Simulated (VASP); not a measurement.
Band structure of ZrH (space group P4_2/mmc). All values below come from PBEsol GGA, VASP's PBE PAW potentials (set 64) (plane waves; VASP).

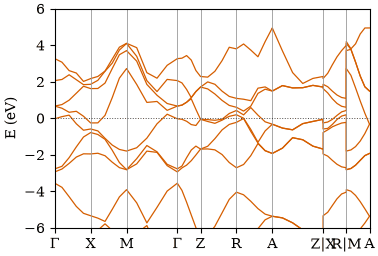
Fig. 1. Bands along high-symmetry lines, zero at the valence-band maximum or, without a gap, the Fermi level

**Question.** Read the plot: is there a gap, and where are the band edges?

**Answer.** It has no gap at this level: it comes out as a metal or semimetal.

The structure comes from a computed database's ZrH entry (P4_2/mmc); how it stands against other phases isn't given here. The cell was not relaxed at this level.
